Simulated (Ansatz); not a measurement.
**Computed map of one atom of the cell: PtS2 (CdI2 type)**

Starting cell, PtS₂ (CdI2 type):

```
CELL_PARAMETERS angstrom
      3.55931     0.00000     0.00000
     -1.77966     3.08245     0.00000
      0.00000     0.00000     4.38472
ATOMIC_POSITIONS crystal
  Pt 0.00000 0.00000 0.00000
  S  0.66667 0.33333 0.27118
  S  0.33333 0.66667 0.72882
```

Two-dimensional scan of atom 2 (S, nearest neighbour Pt at 2.374 Å; its periodic images, 3.6 Å or more away, move with it): u runs along (1.000, 0.000, 0.000), v along (0.000, 0.000, 1.000) (Cartesian). Cell and other atoms are fixed.

All values below come from PBEsol-D3(BJ) (plane waves to 420 eV, PAW, scalar-relativistic; Ansatz, an electronic-structure program). k mesh 12×12×9 (Γ-centred), Fermi-Dirac smearing 0.05 eV. Energies are smeared free energies. Points where atoms come too close for the PAW data are left out (x in tables, blank in figures). With partly filled bands, energies and forces of such displacements shift with the k mesh and the smearing. Fu and Fv are the components of the force on the atom. PtS2 is run without spin polarisation. PtS2 was relaxed with its symmetry unable to fall. Spin-orbit coupling is left out, though Pt is heavy. The zero of ΔE is the undisplaced structure. Axes are in Å.

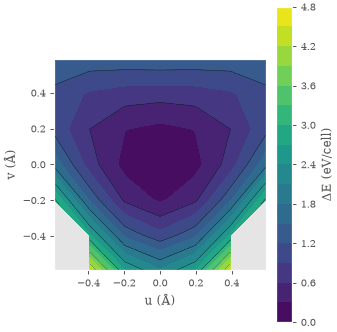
ΔE (eV/cell) over the 7×7 grid of computed points.

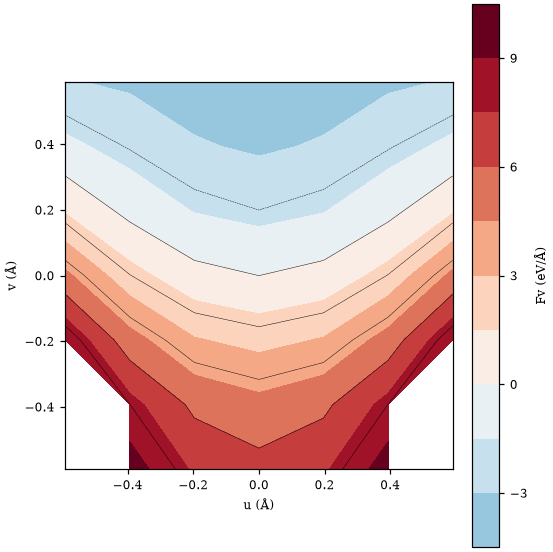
Fig. 1. Fv (eV/Å) over the 7×7 grid of computed points.

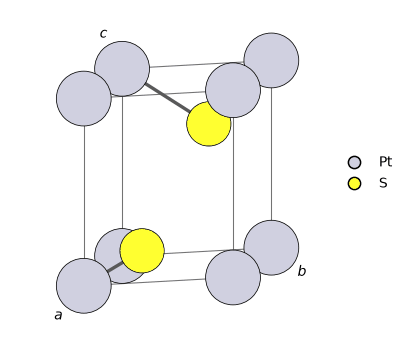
*The cell of the calculation at u = 0.393 Å, v = -0.590 Å.*

Centre of the map: a minimum. Lowest place on the grid: u = 0.000 Å, v = 0.000 Å (0 meV/cell). Principal force constants in the plane (five-point differences of the forces): 9.7 and 11.8 eV/Å². Softest direction at the centre: along u.

(A displaced cell: forces are minus the slopes of the energy, force constants its curvatures, and phonons follow from these.)
